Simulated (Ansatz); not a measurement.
# How fast states decay through Li3SbTe4, part 3 of 3

A new crystal, Li3SbTe4: structure, gap and complex bands. It is built by putting Te for S in the Li3SbS4 structure of space group I-42m, with the volume rescaled by atomic radii. The parent structure comes from the Materials Project.

Ansatz 0.2.0; PBE DFT, plane waves, PAW files (the session's first sound run).

So far, gap on the k-mesh (eV): step 3 (the bulk crystal and its band edges, PBE) 0.724; step 4 (complex bands, plane (001), k-mesh 4×4×4, PBE) 0.723; step 5 (LDA) 0.626.

The structure was built from a prototype and need not be the compound's stable phase.

## 6. Complex bands at another level

This step: LDA DFT, plane waves, PAW files; complex bands by layer matching along the plane's normal (Ansatz 0.2.0).

The complex bands at that level, over its own gap, at (0, 0) and (0.5, 0).

Contents of input.yaml:

```yaml
crystal:
  lattice:
    - [6.536812143, 0.0, 0.0]
    - [0.0, 6.536812143, 0.0]
    - [3.268406071, 3.268406071, 6.134253017]
  atoms:
    - { symbol: Li, position: [0.5, 0.5, 0.0] }
    - { symbol: Li, position: [0.75, 0.25, 0.5] }
    - { symbol: Li, position: [0.25, 0.75, 0.5] }
    - { symbol: Sb, position: [0.0, 0.0, 0.0] }
    - { symbol: Te, position: [0.3754176617, 0.8887872091, 0.7357951292] }
    - { symbol: Te, position: [0.8887872091, 0.3754176617, 0.7357951292] }
    - { symbol: Te, position: [0.1112127909, 0.1112127909, 0.2642048708] }
    - { symbol: Te, position: [0.6245823383, 0.6245823383, 0.2642048708] }
kpoints:
  mp_grid: { grid: [4, 4, 4] }
scf:
  occupations: { method: fixed }
hamiltonian:
  xc: lda
output:
  eigenvalues: true
  transmission:
    leads: [[0, 0]]
    kpoints: [[0.0, 0.0], [0.5, 0.0]]
    e_range: [-1.0, 1.63]
    de: 0.05
```

The run is started by

```sh
> ansatz run input.yaml --threads 2 --pin off --max-ram 4096MiB --backend cpu --events-out ev --progress --plain --runs-dir out
```

Numbers of over 12 decimals in the logs are rounded to 6 here.

The program printed:

```text
[...]
Crystal: 8 atoms, lattice volume = 262.116 Å³
Basis set: ecut = 420 eV, 5077 PW (Γ)
Bands: 53, of which v1, the nominal top of the filled ones, is band 44 counted from 1 (43 counted from 0)
Symmetry: 8 space group operations
[...]
k-points: 13 of 64 (time reversal used)
[...]
SCF iter   1: F=—  HF=-34253.221595 eV  |F-HF|=—  |Δ(HF+E_count)|=         —  Δρ=4.46e-3  dr2=2.25e-2  ethr=1.77e-3  ⟨swp⟩=5.1  Hψ=2222  notcnv=0  defer=83
[...]
SCF iter   7: F=-34253.201976 eV  HF=-34253.201976 eV  |F-HF|=5.88e-9  |Δ(HF+E_count)|=   7.56e-9  Δρ=2.09e-6  dr2=2.40e-8  ethr=1.14e-10  ⟨swp⟩=14.8  Hψ=3523  notcnv=0
SCF 1 converged in 7 iterations: F = -34253.201976 eV  dr2 = 2.40e-8
[...]
transmission: 8 of 16 steps passed
transmission: 16 of 16 steps passed
SCF converged after 7 iterations
Free energy (F): -34253.201976 eV
[...]
Internal energy: -34253.201976 eV  (E = F + TS)
E sigma→0 (E₀):  -34253.201976 eV
Fermi energy:    3.861121 eV
[...]
--- Band table (eV; the first three rows and the last of 13) ---
  k-point 0: bands = [... 40 lower, 2.7898, 3.8427, 3.8427, 3.8611, 4.6711, 5.7355, 6.8605, 6.8605, ... 5 higher]
  k-point 1: bands = [... 40 lower, 2.9221, 3.1016, 3.5478, 3.5478, 4.7683, 5.9788, 6.5551, 6.5551, ... 5 higher]
  k-point 2: bands = [... 40 lower, 3.0765, 3.1140, 3.2624, 3.2624, 4.4872, 6.1136, 6.1136, 6.3268, ... 5 higher]
  k-point 12: bands = [... 40 lower, 3.4139, 3.4921, 3.4921, 3.5426, 4.7203, 6.4010, 6.9077, 6.9077, ... 5 higher]
--- Transmission ---
  basis      : 373 plane waves across, 8 finite elements along
  points     : 2, as listed
[...]
crystal 0  : Te4Li3Sb1, at the sites [0, 0], period 6.1343 Å: whole cells are its period
[...]
channels       : 0.000000e0 a spin
[...]
slowest decay  : 0.0963 /Å at (0.0000, 0.0000)
```

The job ended after 67 s (2 threads of AMD EPYC 9R14 (Zen 4), shared host; peak memory 1.6 GiB).

Numbers from this step:

| Item | Value |
| --- | --- |
| free energy | -34253.2020 eV |
| gap on the k-mesh | 0.6260 eV |
| level to which the leads are filled | 0.3130 eV from the Fermi level |
| decay constant at the filling level, zone centre | 0.09628 Å⁻¹ |
| decay constant at the filling level, slowest listed point | 0.0963 Å⁻¹ |

K parallel (0, 0); values up to 1.5 1/Å, a degenerate pair printed once or twice; energies at which all values exceed this have no row. Im kz of the slowest decaying states against energy, zero at the highest filled level on the SCF mesh:

| energy (eV) | decay 1 (Å⁻¹) | decay 2 (Å⁻¹) | decay 3 (Å⁻¹) | decay 4 (Å⁻¹) |
| --- | --- | --- | --- | --- |
| -1.0000 | 0.236 | 0.281 | 0.573 | 1.41 |
| -0.7500 | 0.119 | 0.132 | 0.295 | 0.560 |
| -0.5000 | 0.213 | 0.237 | 0.292 | 0.546 |
| -0.2500 | 0.278 | 0.287 | 0.288 | 0.528 |
| 0.0000 | 0.00173 | 0.0565 | 0.252 | 0.312 |
| 0.2500 | 0.0912 | 0.199 | 0.209 | 0.322 |
| 0.5000 | 0.102 | 0.131 | 0.258 | 0.322 |
| 0.7500 | 0.0625 | 0.295 | 0.315 | 0.408 |
| 1.0000 | 0.0713 | 0.302 | 0.319 | 0.401 |
| 1.2500 | 0.152 | 0.282 | 0.333 | 0.364 |
| 1.5000 | 0.181 | 0.255 | 0.316 | 0.341 |

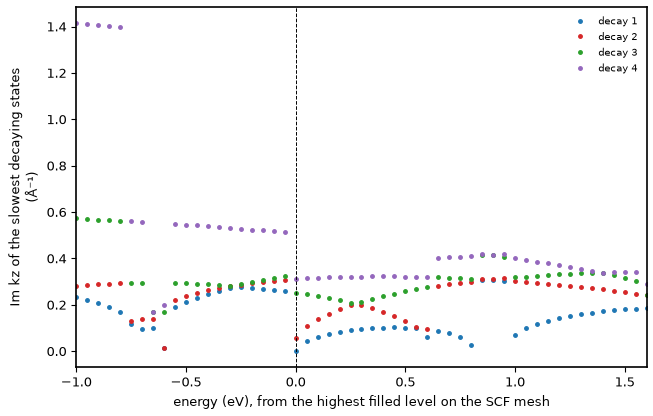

Im kz of the slowest decaying states, plotted against energy.

K parallel (0, 0). Table of Re kz of states that move upwards by energy, zero at the highest filled level on the SCF mesh:

| energy (eV) | channel 1 (Å⁻¹) | channel 2 (Å⁻¹) | channel 3 (Å⁻¹) | channel 4 (Å⁻¹) |
| --- | --- | --- | --- | --- |
| -1.000 | -0.328 | 0.182 | 0.182 | 0.271 |
| -0.800 | -0.267 | 0.407 | 0.440 | 0.440 |
| -0.600 | -0.213 | - | - | - |
| -0.400 | -0.306 | -0.306 | -0.161 | - |
| -0.200 | -0.191 | -0.191 | -0.104 | - |
| 0.000 | - | - | - | - |
| 0.200 | - | - | - | - |
| 0.400 | - | - | - | - |
| 0.600 | - | - | - | - |
| 0.800 | -0.333 | - | - | - |
| 1.000 | - | - | - | - |

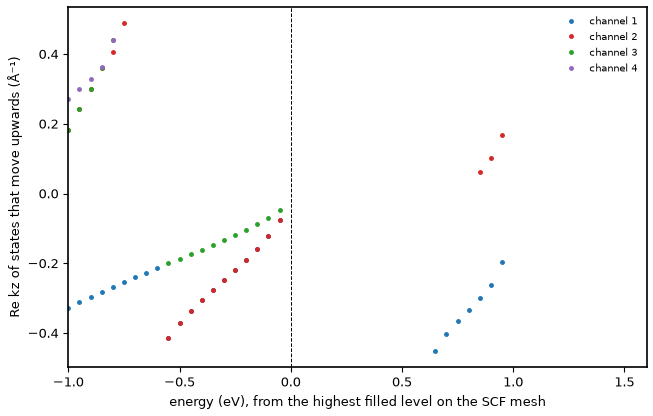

Re kz of states that move upwards, plotted against energy.

K parallel (0.5, 0); values up to 1.5 1/Å, a degenerate pair printed once or twice; energies at which all values exceed this have no row. The Im kz of the slowest decaying states by energy, zero at the highest filled level on the SCF mesh:

| energy (eV) | decay 1 (Å⁻¹) | decay 2 (Å⁻¹) | decay 3 (Å⁻¹) | decay 4 (Å⁻¹) |
| --- | --- | --- | --- | --- |
| -1.000 | 0.0893 | 0.0982 | 0.797 | 1.14 |
| -0.800 | 0.0281 | 0.0627 | 0.760 | 1.12 |
| -0.600 | 0.0180 | 0.0844 | 0.129 | 0.723 |
| -0.400 | 0.0506 | 0.126 | 0.686 | 1.08 |
| -0.200 | 0.0784 | 0.217 | 0.650 | 1.05 |
| 0.000 | 0.218 | 0.262 | 0.616 | 1.03 |
| 0.200 | 0.282 | 0.290 | 0.584 | 1.00 |
| 0.400 | 0.287 | 0.325 | 0.555 | 0.977 |
| 0.600 | 0.252 | 0.365 | 0.528 | 0.950 |
| 0.800 | 0.217 | 0.389 | 0.501 | 0.923 |
| 1.000 | 0.151 | 0.407 | 0.473 | 0.896 |
| 1.200 | 0.422 | 0.437 | 0.867 | 1.31 |
| 1.400 | 0.190 | 0.409 | 0.428 | 0.837 |
| 1.600 | 0.241 | 0.385 | 0.427 | 0.807 |

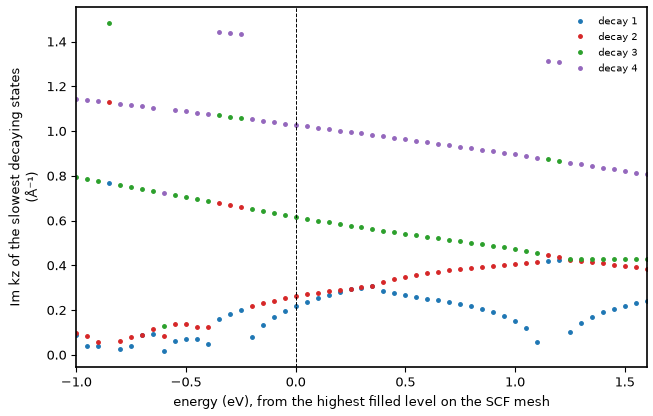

Im kz of the slowest decaying states, plotted against energy.

At the listed wavevectors the last open channel is at -0.05 eV and the next at +0.65 eV on the grid. At +0.30 eV, the grid energy nearest the filling level (the middle of the gap on the SCF mesh), the slowest state at the listed wavevectors decays with κ = 0.0963 Å⁻¹, its amplitude falling by e over 10 Å; the first such run, plane (001), gave 0.110 Å⁻¹.

## 7. A check of the settings: accuracy = "high"

This step: PBE DFT, plane waves, PAW files; complex bands by layer matching along the plane's normal; changed: accuracy = "high" (Ansatz 0.2.0).

This run repeats an earlier one, its twin (the complex run, plane (001)), with one setting changed (accuracy; files written aside). It is meant to test how the run responds. Where the input is shown as a difference, that is against the step before, not the twin.

Changes to input.yaml since step 6:

```diff
@@ -19,3 +19,3 @@
 hamiltonian:
-  xc: lda
+  xc: pbe
 output:
@@ -25,3 +25,4 @@
     kpoints: [[0.0, 0.0], [0.5, 0.0]]
-    e_range: [-1.0, 1.63]
+    e_range: [-1.0, 1.72]
     de: 0.05
+accuracy: high
```

The program printed:

```text
[...]
Crystal: 8 atoms, lattice volume = 262.116 Å³
Basis set: ecut = 420 eV, 5077 PW (Γ)
Bands: 53, of which v1, the nominal top of the filled ones, is band 44 counted from 1 (43 counted from 0)
Symmetry: 8 space group operations
[...]
k-points: 13 of 64 (time reversal used)
[...]
SCF iter   1: F=—  HF=-35022.576677 eV  |F-HF|=—  |Δ(HF+E_count)|=         —  Δρ=1.18e-3  dr2=4.11e-3  ethr=1.77e-3  ⟨swp⟩=5.1  Hψ=2222  notcnv=0  defer=83
[...]
SCF iter   7: F=-35022.574984 eV  HF=-35022.574984 eV  |F-HF|=8.27e-9  |Δ(HF+E_count)|=   3.91e-8  Δρ=3.82e-6  dr2=3.94e-8  ethr=1.14e-10  ⟨swp⟩=15.1  Hψ=3462  notcnv=0
SCF 1 converged in 7 iterations: F = -35022.574984 eV  dr2 = 3.94e-8
[...]
transmission: 8 of 16 steps passed
transmission: 16 of 16 steps passed
SCF converged after 7 iterations
Free energy (F): -35022.574984 eV
[...]
Internal energy: -35022.574984 eV  (E = F + TS)
E sigma→0 (E₀):  -35022.574984 eV
Fermi energy:    4.127721 eV
[...]
--- Band table (eV; the first three rows and the last of 13) ---
  k-point 0: bands = [... 40 lower, 3.0712, 4.1047, 4.1047, 4.1277, 5.0506, 6.1108, 7.2039, 7.2039, ... 5 higher]
  k-point 1: bands = [... 40 lower, 3.1989, 3.3995, 3.8170, 3.8170, 5.1199, 6.3547, 6.9172, 6.9172, ... 5 higher]
  k-point 2: bands = [... 40 lower, 3.3500, 3.3894, 3.5340, 3.5340, 4.8512, 6.4957, 6.4957, 6.6942, ... 5 higher]
  k-point 12: bands = [... 40 lower, 3.6786, 3.7587, 3.7587, 3.8084, 5.0711, 6.7602, 7.2455, 7.2455, ... 5 higher]
--- Transmission ---
  basis      : 373 plane waves across, 8 finite elements along
  points     : 2, as listed
[...]
crystal 0  : Te4Li3Sb1, at the sites [0, 0], period 6.1343 Å: whole cells are its period
[...]
channels       : 0.000000e0 a spin
[...]
slowest decay  : 0.1097 /Å at (0.0000, 0.0000)
```

Wall time 70 s (2 threads); peak memory 1.6 GiB; 2.3 min of CPU time.

This step gave:

```
free energy                                               : -35022.5750 eV
Fermi energy                                              : 4.128 eV
gap on the k-mesh                                         : 0.7235 eV
level to which the leads are filled                       : 0.3617 eV from the Fermi level
decay constant at the filling level, zone centre          : 0.1097 Å⁻¹
decay constant at the filling level, slowest listed point : 0.1097 Å⁻¹
```

K parallel (0, 0); values up to 1.5 1/Å, a degenerate pair printed once or twice; energies at which all values exceed this have no row. The Im kz of the slowest decaying states by energy, zero at the highest filled level on the SCF mesh:

| energy (eV) | decay 1 (Å⁻¹) | decay 2 (Å⁻¹) | decay 3 (Å⁻¹) | decay 4 (Å⁻¹) |
| --- | --- | --- | --- | --- |
| -1.0000 | 0.241 | 0.286 | 0.591 | 1.43 |
| -0.7500 | 0.0934 | 0.158 | 0.158 | 0.303 |
| -0.5000 | 0.210 | 0.245 | 0.303 | 0.564 |
| -0.2500 | 0.286 | 0.292 | 0.297 | 0.546 |
| 0.0000 | 0.00123 | 0.0638 | 0.269 | 0.321 |
| 0.2500 | 0.0987 | 0.203 | 0.233 | 0.332 |
| 0.5000 | 0.117 | 0.173 | 0.263 | 0.333 |
| 0.7500 | 0.101 | 0.300 | 0.328 | 0.409 |
| 1.0000 | 0.316 | 0.324 | 0.421 | 0.423 |
| 1.2500 | 0.140 | 0.298 | 0.339 | 0.387 |
| 1.5000 | 0.180 | 0.274 | 0.344 | 0.347 |

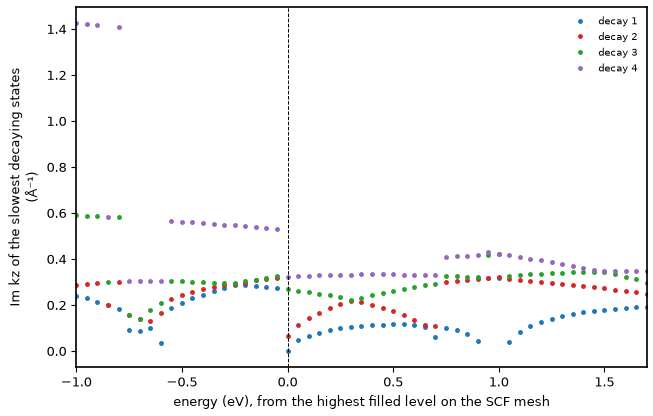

Im kz of the slowest decaying states against energy.

K parallel (0, 0). Re kz of states that move upwards against energy, zero at the highest filled level on the SCF mesh:

| energy (eV) | channel 1 (Å⁻¹) | channel 2 (Å⁻¹) | channel 3 (Å⁻¹) | channel 4 (Å⁻¹) |
| --- | --- | --- | --- | --- |
| -1.0000 | -0.339 | 0.163 | 0.163 | 0.265 |
| -0.7500 | -0.262 | 0.463 | - | - |
| -0.5000 | -0.376 | -0.376 | -0.194 | - |
| -0.2500 | -0.221 | -0.221 | -0.125 | - |
| 0.0000 | - | - | - | - |
| 0.2500 | - | - | - | - |
| 0.5000 | - | - | - | - |
| 0.7500 | -0.446 | - | - | - |
| 1.0000 | -0.248 | 0.106 | - | - |
| 1.2500 | - | - | - | - |

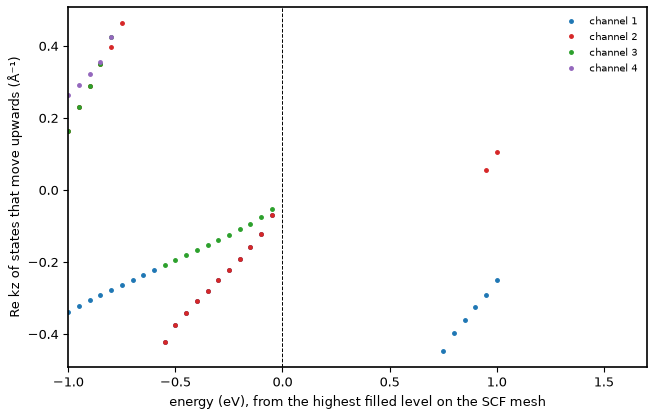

Re kz of states that move upwards, plotted against energy.

K parallel (0.5, 0); values up to 1.5 1/Å, a degenerate pair printed once or twice; energies at which all values exceed this have no row. Table of Im kz of the slowest decaying states by energy, zero at the highest filled level on the SCF mesh:

| energy (eV) | decay 1 (Å⁻¹) | decay 2 (Å⁻¹) | decay 3 (Å⁻¹) | decay 4 (Å⁻¹) |
| --- | --- | --- | --- | --- |
| -1.0000 | 0.103 | 0.107 | 0.807 | 1.16 |
| -0.7500 | 0.0825 | 0.762 | 1.13 | 1.48 |
| -0.5000 | 0.0720 | 0.141 | 0.716 | 1.10 |
| -0.2500 | 0.204 | 0.671 | 1.07 | 1.44 |
| 0.0000 | 0.220 | 0.267 | 0.628 | 1.04 |
| 0.2500 | 0.298 | 0.302 | 0.589 | 1.01 |
| 0.5000 | 0.286 | 0.349 | 0.554 | 0.977 |
| 0.7500 | 0.249 | 0.388 | 0.521 | 0.945 |
| 1.0000 | 0.194 | 0.412 | 0.487 | 0.910 |
| 1.2500 | 0.430 | 0.446 | 0.875 | 1.32 |
| 1.5000 | 0.198 | 0.414 | 0.435 | 0.838 |

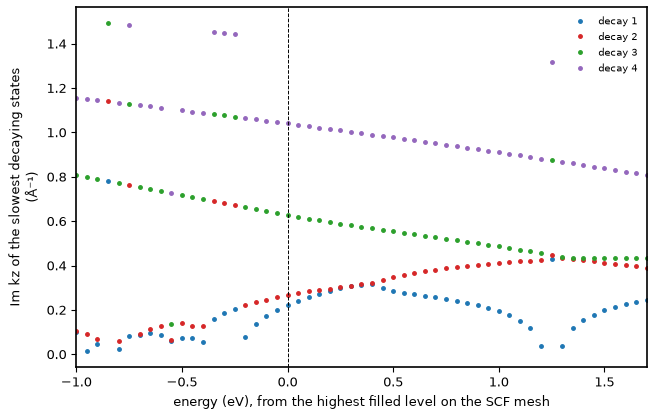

Im kz of the slowest decaying states, plotted against energy.

The least decay constant is 0.110 Å⁻¹ against 0.110 Å⁻¹ in the twin: no change within 1 %.

## 8. Summary of results

```yaml
band_gap: 0.724 eV
least_decay_constant_at_mid_gap_normal_to_001: 0.110 Å⁻¹
least_decay_constant_lda: 0.0963 Å⁻¹
```

**Reading.** With PBE, the slowest decay at the wavevectors tried is κ = 0.110 Å⁻¹, normal to (001). Through such a film the transmission near mid-gap falls as exp(−2κd), a factor of ten every 10 Å. A free electron under a barrier of half the gap would need a mass of 0.13 mₑ to decay at this rate. With LDA the gap goes from 0.724 to 0.626 eV and the decay constant, over the first 2 listed wavevectors, from 0.110 to 0.0963 Å⁻¹. The compound is made up by substitution; its stability against other phases and against distortions of the cell's symmetry was not tested. A semilocal functional narrows gaps, while spin-orbit coupling, left out here, narrows them in compounds of heavy elements, so the error in κ can go either way.

[Logs are printed without paths, hosts, clocks, repeated set-up lines and the standing remarks that a program may print on its own settings, such as how far it seeks lower states.]

[Hosts, paths, dates, database ids (printed as entryN), source tags and the programs' standing remarks are cut or masked in the printed files.]

[New means built here by substitution; the compound itself may be known and measured.]
